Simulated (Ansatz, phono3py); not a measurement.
**Phonon transport in SnTe (Fm-3m)**

How well does the lattice of SnTe conduct heat?

Method: DFT PBEsol, scalar-relativistic, plane waves, PAW, in Ansatz 0.2.0.

The database entry behind the starting cell differs from later determinations by our own check (about 0.3 % short), so it need not match the best structure at ambient conditions.

### Step 1. Starting point

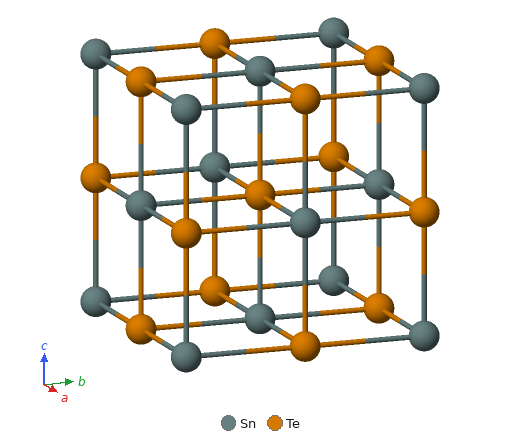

Start, viewed slightly off an axis; tin teal, tellurium orange. This picture shows the conventional cell, with its axes. Some periodic images of atoms are drawn too.

### Step 2. Probe on a coarse mesh

A cheap single point shows whether the cell is a metal or an insulator and how far it is from rest; that sets the k-mesh and the occupations of what follows.

input.yaml reads:

```yaml
crystal:
  lattice:
    - [0.0, 3.15085, 3.15085]
    - [3.15085, 0.0, 3.15085]
    - [3.15085, 3.15085, 0.0]
  atoms:
    - { symbol: Sn, position: [0.0, 0.0, 0.0] }
    - { symbol: Te, position: [0.5, 0.5, 0.5] }
kpoints:
  mp_grid: { grid: [6, 6, 6] }
hamiltonian:
  xc: pbesol
scf:
  occupations: { method: gaussian, width: 0.1 }
output:
  forces: true
  stress: true
  eigenvalues: true
```

Started as:

```
$ ansatz run input.yaml --threads 16 --pin off --max-ram 30720MiB --backend cpu --events-out ev --progress --plain --runs-dir out
```

Numbers of over 12 decimals in the logs are rounded to 6 here.

The program printed:

```text
Engine: ansatz 0.2.0, aarch64-unknown-linux-gnu
Pseudopotentials: kind: paw
Pseudopotential: Sn, paw, valence charge 14, recommended cutoff 420 eV (normal), Sn.paw.azcp
Pseudopotential: Te, paw, valence charge 16, recommended cutoff 420 eV (normal), Te.paw.azcp
Functional definition: PBEsol
  exchange = pbesol_x
  correlation = pbesol_c
Crystal: 2 atoms, lattice volume = 62.562 Å³
Basis set: ecut = 420 eV, 1243 PW (Γ), exchange–correlation on 60×60×60 points (8 copies of the dense FFT grid, shifted against one another)
Bands: 19, of which v1, the nominal top of the filled ones, is band 15 counted from 1 (14 counted from 0)
Symmetry: 48 space group operations
Space group: Fm-3m (ITA 225), of the structure as read, at distance tolerance 4.0e-5 Å
k-points: 16 of 216
Non-local potential: Sn, projectors of the file, l = 0: 2, l = 1: 2, l = 2: 2, l = 3: 2
Non-local potential: Te, projectors of the file, l = 0: 2, l = 1: 2, l = 2: 2, l = 3: 2
PAW form: soft (Blöchl's): semilocal exchange-correlation on the pseudo side does not see the compensation charge
PAW frozen core: Sn, regenerated for the run's functional, and the local potential with it (the file was generated under x = pbe(κ = 0.804, μ = 0.219515), c = pbe(β = 0.066725))
PAW frozen core: Te, regenerated for the run's functional, and the local potential with it (the file was generated under x = pbe(κ = 0.804, μ = 0.219515), c = pbe(β = 0.066725))
PAW one-centre angular grid: Sn, 590 points (default); XC on 64 Gauss nodes
PAW one-centre angular grid: Te, 590 points (default); XC on 64 Gauss nodes
Initial density: superposition of atomic densities (neutral atoms: chi_scale 0, normalization atom), corrected by the library's trained network
Initial wavefunctions: pseudopotential atomic-orbital guess
Functional: x = pbesol(κ = 0.804, μ = 0.123457), c = pbesol(β = 0.046)
SCF iter   1: F=—  HF=-12851.854047 eV  |F-HF|=—  |Δ(HF+E_count)|=         —  Δρ=2.29e-3  dr2=2.88e-3  ethr=1.77e-3  ⟨swp⟩=6.1  Hψ=1555  notcnv=0
preconditioner: auto → none  [insulator: Δε(μ)=0.150 eV  Ē_g=8.647 eV  σ=0.100 eV  W_gap=0.71  n_scr=14 (ndim 8)  ℏωp=14.8 eV  f_vac=0.009  D(μ)=0.24/eV (n_scr^D=0)  ε∞_Penn≈3.9]
SCF iter   2: F=—  HF=-12851.851055 eV  |F-HF|=—  |Δ(HF+E_count)|=   2.99e-3  Δρ=8.71e-4  dr2=4.23e-4  ethr=9.59e-6  ⟨swp⟩=2.0  Hψ=590  notcnv=0
SCF iter   3: F=—  HF=-12851.851062 eV  |F-HF|=—  |Δ(HF+E_count)|=   6.62e-6  Δρ=1.98e-4  dr2=2.23e-5  ethr=1.41e-6  ⟨swp⟩=2.0  Hψ=544  notcnv=0
SCF iter   4: F=—  HF=-12851.851062 eV  |F-HF|=—  |Δ(HF+E_count)|=   9.18e-8  Δρ=1.01e-4  dr2=6.88e-6  ethr=7.42e-8  ⟨swp⟩=2.0  Hψ=545  notcnv=0
SCF iter   5: F=—  HF=-12851.851057 eV  |F-HF|=—  |Δ(HF+E_count)|=   4.49e-6  Δρ=2.39e-5  dr2=3.23e-7  ethr=2.29e-8  ⟨swp⟩=2.0  Hψ=544  notcnv=0
SCF iter   6: F=-12851.851057 eV  HF=-12851.851057 eV  |F-HF|=8.74e-9  |Δ(HF+E_count)|=   2.39e-7  Δρ=3.89e-6  dr2=7.70e-9  ethr=3.33e-10  ⟨swp⟩=6.3  Hψ=1496  notcnv=0
SCF 1 converged in 6 iterations: F = -12851.851057 eV  dr2 = 7.70e-9
  greatest PAW one-centre occupation: 0.998 electrons in one spin orbital (limit 2), on the Te atom at site 1 (counted from 0), in its partial waves of l = 2
SCF converged after 6 iterations
Free energy (F): -12851.851057 eV
Harris-Foulkes:  -12851.851057 eV  (|F-HF|=8.74e-9)
Internal energy: -12851.849787 eV  (E = F + TS)
E sigma→0 (E₀):  -12851.850422 eV
Entropy (-TS):   -0.001270 eV (-0.635 meV/atom)
Fermi energy:    9.547022 eV
--- Per-component energies (eV) ---
  E_band       = -356.859739
  E_kinetic    = 366.707154
  E_local      = -2156.422457  (includes V_loc(G=0)·N_el)
  E_nonlocal   = -338.830183
  E_hartree    = 1351.791700
  E_xc         = -503.485584
  E_vxc        = -201.872594  (∫ρ·V_xc dr)
  E_paw        = -8646.779388  (= ΣΔE_a)
  E_vpaw       = -730.019098  (= ΣTr[D̂ρ^β])
  E_aug_tail   = -0.000159  (compensation charges beyond the density's cutoff)
  E_ewald      = -2925.490525
  E_core_change = 0.659655  (= ΣΔE_core)
  E_smearing   = -0.001270  (= −TS)
  E_closure    = 0.000000  (closes the sum)
  Σ components = -12851.851057   (vs F -12851.851057, Δ=0.00e0)
--- Forces (eV/Å), atoms counted from 1 ---
  atom   1  Sn    -0.00000000     0.00000000     0.00000000
  atom   2  Te     0.00000000    -0.00000000     0.00000000
  max |Σ_I F_I| component: 3.65e-29 eV/Å
--- Stress (GPa, compression-positive) ---
       -0.330062      -0.000000      -0.000000
        0.000000      -0.330062       0.000000
       -0.000000       0.000000      -0.330062
  P = ⅓ Tr σ = -0.3301 GPa (-3.301 kbar)
--- Band table (eV; the first three rows and the last of 16) ---
  k-point 0: bands = [... 11 lower, 4.8062, 7.3960, 7.3960, 7.3960, 12.8593, 12.8593, 12.8593, 14.2682]
  k-point 1: bands = [... 11 lower, 3.6982, 7.4383, 7.4383, 8.1259, 11.8153, 11.8153, 11.8423, 14.2258]
  k-point 2: bands = [... 11 lower, 2.0256, 7.5929, 7.5929, 8.8995, 10.4665, 10.4665, 10.4964, 15.3283]
  k-point 15: bands = [... 11 lower, 2.3153, 4.2820, 5.1669, 7.6366, 11.6259, 12.9200, 14.9037, 15.0923]
```

Wall time 0.6 s (16 threads of Arm Neoverse N1, shared host); peak memory 0.41 GiB.

Numbers from this step:

```
pressure          : -0.3301 GPa
volume per atom   : 31.28 Å³
gap on the k-mesh : 0.1411 eV
```

The start is under -0.33 GPa at this level and looks like an insulator or semiconductor on this mesh.

### Step 3. Relaxation

The vibrations must be taken about the equilibrium of this functional, not about the starting cell, so the structure is relaxed.

input.yaml, the sections that differ from step 2:

```yaml
kpoints:
  mp_grid: { grid: [10, 10, 10] }
scf:
  occupations: { method: gaussian, width: 0.01 }
relax:
  adjacent_minimum: "off"
  f_tol: 0.005
  max_steps: 80
  cell: { stress_tol: 0.05 }
# crystal, hamiltonian, output: as in step 2
```

The program printed:

```text
[...]
Crystal: 2 atoms, lattice volume = 62.562 Å³
Basis set: ecut = 420 eV, 1243 PW (Γ), exchange–correlation on 60×60×60 points (8 copies of the dense FFT grid, shifted against one another)
Bands: 19, of which v1, the nominal top of the filled ones, is band 15 counted from 1 (14 counted from 0)
Symmetry: 48 space group operations
[...]
k-points: 47 of 1000
[...]
SCF iter   1: F=—  HF=-12851.851751 eV  |F-HF|=—  |Δ(HF+E_count)|=         —  Δρ=2.25e-3  dr2=2.48e-3  ethr=1.77e-3  ⟨swp⟩=6.6  Hψ=4837  notcnv=0
[...]
SCF iter   6: F=-12851.848736 eV  HF=-12851.848736 eV  |F-HF|=2.66e-8  |Δ(HF+E_count)|=   8.36e-7  Δρ=5.59e-6  dr2=1.88e-8  ethr=3.33e-10  ⟨swp⟩=3.7  Hψ=3925  notcnv=0
SCF 1 converged in 6 iterations: F = -12851.848736 eV  dr2 = 1.88e-8
[...]
relax step   1: F+E_penalty+E_count = -12851.84873576 eV  Δ(F+E_penalty+E_count) = +0.000e0 eV  max|allowed force component| = 1.219e-29 eV/Å  Δτ_max = 0.0000 Å  P = -0.305 GPa  Ω = 62.562 Å³  (6 SCF iters, dr2 threshold 1.00e-7 eV, accepted)
Crystal: 2 atoms, lattice volume = 62.008 Å³
[...]
iter 1 solved again at ethr=5.37e-7 eV; its pass at ethr=3.10e-3 eV (dr2=1.61e-4 eV) is discarded
[...]
SCF iter   6: F=-12851.849178 eV  HF=-12851.849178 eV  |F-HF|=1.82e-12  |Δ(HF+E_count)|=  6.00e-11  Δρ=1.03e-7  dr2=3.88e-12  ethr=1.00e-12  ⟨swp⟩=1.0  Hψ=2564  notcnv=0
SCF 2 converged in 6 iterations: F = -12851.849178 eV  dr2 = 3.88e-12
relax step   2: F+E_penalty+E_count = -12851.84917822 eV  Δ(F+E_penalty+E_count) = -4.425e-4 eV  max|allowed force component| = 6.179e-30 eV/Å  Δτ_max = 0.0000 Å  P = +0.113 GPa  Ω = 62.008 Å³  energy of the carried Pulay correction = +1.042e-4 eV  (6 SCF iters, dr2 threshold 2.00e-7 eV, accepted)
Crystal: 2 atoms, lattice volume = 62.157 Å³
[...]
SCF iter   6: F=-12851.849202 eV  HF=-12851.849202 eV  |F-HF|=1.82e-12  |Δ(HF+E_count)|=  1.82e-12  Δρ=2.42e-8  dr2=2.18e-13  ethr=1.00e-12  ⟨swp⟩=1.0  Hψ=1976  notcnv=0
SCF 3 converged in 6 iterations: F = -12851.849202 eV  dr2 = 2.18e-13
relax step   3: F+E_penalty+E_count = -12851.84920178 eV  Δ(F+E_penalty+E_count) = -2.356e-5 eV  max|allowed force component| = 6.337e-29 eV/Å  Δτ_max = 0.0000 Å  P = -0.001 GPa  Ω = 62.157 Å³  energy of the carried Pulay correction = +7.614e-5 eV  (6 SCF iters, dr2 threshold 3.18e-8 eV, accepted)
[...]
SCF iter   1: F=—  HF=-12851.849121 eV  |F-HF|=—  |Δ(HF+E_count)|=         —  Δρ=6.73e-6  dr2=4.09e-9  ethr=1.35e-7  ⟨swp⟩=3.3  Hψ=7327  notcnv=0
eigensolver tolerance schedule: the retry pair's looser diagonalisation over-reported the residual by 9871.99 of it (diagonalisation noise at 0.75 of the residual, at the tolerance the schedule requests for it); recorded, not acted on — ethr = c·dr2/N_el stays at c = 1.0e-1
SCF iter   2: F=—  HF=-12851.849120 eV  |F-HF|=—  |Δ(HF+E_count)|=   9.79e-7  Δρ=3.16e-6  dr2=9.12e-10  ethr=1.36e-11  ⟨swp⟩=3.4  Hψ=2063  notcnv=0
[...]
SCF iter   8: F=-12851.849120 eV  HF=-12851.849120 eV  |F-HF|=3.64e-12  |Δ(HF+E_count)|=  3.64e-12  Δρ=4.86e-11  dr2=1.21e-18  ethr=1.00e-12  ⟨swp⟩=2.5  Hψ=2481  notcnv=0
SCF 4 converged in 8 iterations: F = -12851.849120 eV  dr2 = 1.21e-18
relax step   4: F+E_penalty+E_count = -12851.84911971 eV  Δ(F+E_penalty+E_count) = +8.207e-5 eV  max|allowed force component| = 4.168e-29 eV/Å  Δτ_max = 0.0000 Å  P = -0.001 GPa  Ω = 62.157 Å³  stress off target by 1.19e-3 GPa  SCF on the basis re-selected at this cell (its energy is not comparable with the rows above)  (8 SCF iters)
basis re-selected at this cell: Δ(F+E_penalty+E_count) = +8.207e-5 eV, ΔP = +0.000 GPa vs the last step (what re-selecting the basis moved, of the pressure what is left beyond the Pulay correction that the steps carried, after the strain that the cell walked since its last selection, with what the two solves' SCF thresholds leave and, on support functions, any second-order correction that the steps lacked; it is no m [...]
SCF converged after 8 iterations
Free energy (F): -12851.849120 eV
[...]
Internal energy: -12851.849120 eV  (E = F + TS)
E sigma→0 (E₀):  -12851.849120 eV
Fermi energy:    9.656323 eV
[...]
--- Stress (GPa, compression-positive) ---
       -0.001193      -0.000000      -0.000000
       -0.000000      -0.001193      -0.000000
       -0.000000       0.000000      -0.001193
  P = ⅓ Tr σ = -0.0012 GPa (-0.012 kbar)
--- Band table (eV; the first three rows and the last of 47) ---
  k-point 0: bands = [... 11 lower, 4.9377, 7.4806, 7.4806, 7.4806, 12.9773, 12.9773, 12.9773, 14.3586]
  k-point 1: bands = [... 11 lower, 4.4453, 7.4946, 7.4946, 7.8332, 12.5037, 12.5037, 12.5179, 14.2748]
  k-point 2: bands = [... 11 lower, 3.4541, 7.5440, 7.5440, 8.4182, 11.6218, 11.6218, 11.6629, 14.4196]
  k-point 46: bands = [... 11 lower, 2.2885, 4.4882, 5.0346, 8.2935, 11.0506, 13.4785, 14.8693, 15.2595]
--- Relaxed structure (3 steps of the walk, 3 accepted, 1 SCFs on fresh bases) ---
  F+E_penalty+E_count = -12851.84911971 eV   max|allowed force component| = 4.168e-29 eV/Å   (the final SCF, on the basis selected at the relaxed cell)
  cell:  # Å, volume = 62.1567 Å³
    - [0, 3.144024, 3.144024]
    - [3.144024, 0, 3.144024]
    - [3.144024, 3.144024, 0]
  atoms:
    - { symbol: Sn, position: [0, 0, 0] }
    - { symbol: Te, position: [0.500000, 0.500000, 0.500000] }
```

Elapsed: 3.1 s, on 16 threads; peak memory 0.52 GiB; 31 s of CPU time.

Step by step:

| step | energy less that of the first step (eV) | largest force component (eV/Å) | pressure (GPa) | volume (Å³) |
| --- | --- | --- | --- | --- |
| 1 | 0.0000 | 0.0000 | -0.30 | 62.56 |
| 2 | -0.0004 | 0.0000 | 0.11 | 62.01 |
| 3 | -0.0005 | 0.0000 | 0.00 | 62.16 |
| 4* | -0.0004 | 0.0000 | 0.00 | 62.16 |

Relaxation steps marked * repeat the geometry before them on a plane-wave basis chosen anew for their cell, so energy and pressure can jump there.

Forces are held to the 48 operations that the run works with; a distortion that breaks them can't arise in this run.

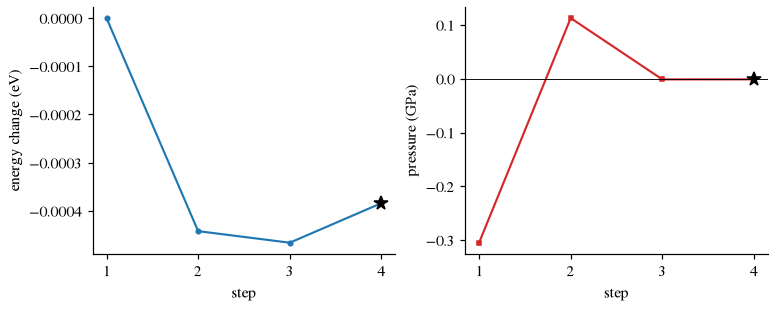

Energy and pressure along the relaxation. Stars mark steps on a basis chosen anew.

| conventional cell, symmetrised | before | after | change |
| --- | --- | --- | --- |
| a (Å) | 6.302 | 6.288 | -0.2 % |
| b (Å) | 6.302 | 6.288 | -0.2 % |
| c (Å) | 6.302 | 6.288 | -0.2 % |
| volume (Å³/atom) | 31.28 | 31.08 | -0.6 % |

Final coordinates:

```cif
data_structure
_symmetry_space_group_name_H-M 'P 1'
_symmetry_Int_Tables_number 1
_cell_length_a 4.4463
_cell_length_b 4.4463
_cell_length_c 4.4463
_cell_angle_alpha 60.000
_cell_angle_beta 60.000
_cell_angle_gamma 60.000
_cell_volume 62.16
loop_
_atom_site_label
_atom_site_type_symbol
_atom_site_fract_x
_atom_site_fract_y
_atom_site_fract_z
_atom_site_occupancy
Sn1 Sn 0.00000 0.00000 0.00000 1
Te2 Te 0.50000 0.50000 0.50000 1
```

This step gave:

- pressure: -0.001193 GPa
- gap on the k-mesh: 0.1602 eV
- volume per atom: 31.08 Å³

### Step 4. Tight relaxation

The thresholds are tightened for a last relaxation ahead of the phonons, and where mesh or smearing change with them the cell follows.

input.yaml, the sections that differ from step 3:

```yaml
crystal:
  lattice:
    - [0.0, 3.144024258, 3.144024258]
    - [3.144024258, 0.0, 3.144024258]
    - [3.144024258, 3.144024258, 0.0]
  atoms:
    - { symbol: Sn, position: [0.0, 0.0, 0.0] }
    - { symbol: Te, position: [0.5, 0.5, 0.5] }
kpoints:
  mp_grid: { grid: [12, 12, 12] }
relax:
  adjacent_minimum: "off"
  f_tol: 0.001
  max_steps: 60
  cell: { stress_tol: 0.01 }
# hamiltonian, scf, output: as in step 3
```

The program printed:

```text
[...]
Crystal: 2 atoms, lattice volume = 62.157 Å³
Basis set: ecut = 420 eV, 1243 PW (Γ), exchange–correlation on 60×60×60 points (8 copies of the dense FFT grid, shifted against one another)
Bands: 19, of which v1, the nominal top of the filled ones, is band 15 counted from 1 (14 counted from 0)
Symmetry: 48 space group operations
[...]
k-points: 72 of 1728
[...]
k-point 71: bands = [... 11 lower, 2.2232, 4.7470, 4.7470, 8.8166, 10.4570, 14.2108, 14.2108, 15.7023]
--- Relaxed structure (1 steps of the walk, 1 accepted, 1 SCFs on fresh bases) ---
[...]
cell:  # Å, volume = 62.1567 Å³
    - [0.0, 3.144024258, 3.144024258]
    - [3.144024258, 0.0, 3.144024258]
    - [3.144024258, 3.144024258, 0.0]
  atoms:
    - { symbol: Sn, position: [0.0, 0.0, 0.0] }
    - { symbol: Te, position: [0.5, 0.5, 0.5] }
[key lines of the parts left out:]
SCF converged after 9 iterations
Free energy (F): -12851.849309 eV
Fermi energy:    9.656992 eV
P = ⅓ Tr σ = 0.0064 GPa (0.064 kbar)
```

Run time: 2.3 s. Hardware: 16 threads; peak memory 0.56 GiB.

Little changed from the start: no atom moved by 0.005 Å and no cell edge by 0.1 %.

This step gave:

| Property | Result |
| --- | --- |
| pressure | 0.006389 GPa |
| gap on the k-mesh | 0.1603 eV |

The residual pressure is 0.0064 GPa, small enough for phonons.

### Step 5. A faulty attempt

This input was changed on purpose, to see how the program answers.

input.yaml, the sections that differ from step 4:

```yaml
kpoints:
  mp_grid: { grid: [8, 8, 8] }
scf:
  occupations: { method: gaussian, width: 0.01 }
  max_iter: 50
output:
  eigenvalues: true
phonons:
  supercell: [2, 2, 2]
  dielectric: false
  third_order: { supercell: [2, 2, 2], pair_cutoff: 5.9 }
  lattice_thermal_conductivity:
    qmesh: [9, 9, 9]
    temperatures: [300]
    isotope_mass_variance:
      - { species: Sn, variance: 0.0003341 }
      - { species: Te, variance: 0.0002839 }
# crystal, hamiltonian: as in step 4
# relax: removed
```

The program printed:

```text
Error: invalid value for `phonons.third_order.pair_cutoff`: 5.900 Å is not below 4.446 Å, half the shortest translation of the third-order supercell, so a pair of sites would have two images within it; lower pair_cutoff or enlarge phonons.third_order.supercell
```

It took 0.17 s on 16 threads; peak memory 0.1 GiB.

The program refused the input before any cycle.

The program's message: “Error: invalid value for `phonons.third_order.pair_cutoff`: 5.900 Å is not below 4.446 Å, half the shortest translation of the third-order supercell, so a pair of sites would have two images within it …”

The fault put into the input: a pair cutoff beyond half of the supercell.

[end of part 1 of 2]

[Logs are printed without paths, hosts, clocks, repeated set-up lines and the standing remarks that a program may print on its own settings, such as how far it seeks lower states.]

[Hosts, paths, dates, database ids (printed as entryN), source tags and the programs' standing remarks are cut or masked in the printed files.]

[A step with changed settings may run another functional than the one named; its input shows which.]
